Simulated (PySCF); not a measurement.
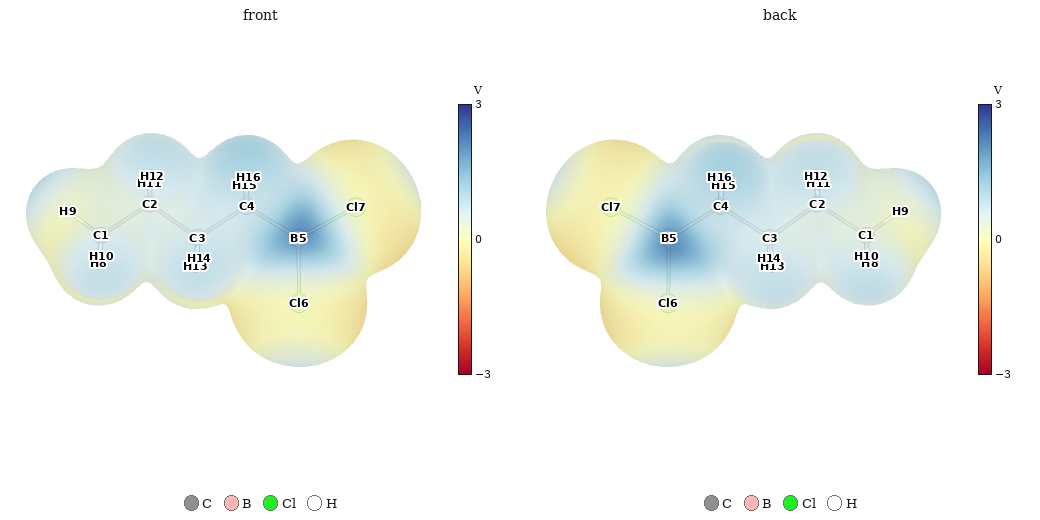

The picture shows: C4H9BCl2 (SMILES CCCCB(Cl)Cl). The electrostatic potential painted on the density surface at 0.004 e/bohr³, seen from the front and from behind; the colour scale runs from red (negative) to blue (positive).

Geometry: GFN2-xTB, NEB image 0 of 0 to 8.

Theory: PBE0/pcSseg-1, SCF density, gas phase, non-relativistic in PySCF 2.14.0.

```yaml
atoms:
  - { symbol: C, position_ang: [-2.3200, -0.2823, 0.7052] }
  - { symbol: C, position_ang: [-1.2099, -0.2703, -0.3382] }
  - { symbol: C, position_ang: [0.1385, 0.0946, 0.2783] }
  - { symbol: C, position_ang: [1.2646, 0.0864, -0.7624] }
  - { symbol: B, position_ang: [2.7125, 0.4360, -0.2160] }
  - { symbol: Cl, position_ang: [2.9960, 0.7979, 1.4359] }
  - { symbol: Cl, position_ang: [4.0585, 0.4547, -1.2917] }
  - { symbol: H, position_ang: [-2.1077, -1.0168, 1.4790] }
  - { symbol: H, position_ang: [-3.2739, -0.5320, 0.2470] }
  - { symbol: H, position_ang: [-2.4106, 0.6936, 1.1765] }
  - { symbol: H, position_ang: [-1.1401, -1.2560, -0.8039] }
  - { symbol: H, position_ang: [-1.4560, 0.4493, -1.1222] }
  - { symbol: H, position_ang: [0.3751, -0.6144, 1.0738] }
  - { symbol: H, position_ang: [0.0726, 1.0853, 0.7319] }
  - { symbol: H, position_ang: [1.2900, -0.8978, -1.2419] }
  - { symbol: H, position_ang: [1.0027, 0.7807, -1.5676] }
```

### Describe the electrostatic potential map.

The most negative region (about −0.4 V) lies over Cl6 and Cl7, the most positive (about +2.0 V) over B5. Cl6 shows a σ-hole: about +0.6 V at the tip opposite its bond, against about −0.1 V on its flanks. Cl7 shows a σ-hole: about +0.5 V at the tip opposite its bond, against about −0.2 V on its flanks.

### What dipole moment does the calculation give?

Its dipole moment is 1.49 D.
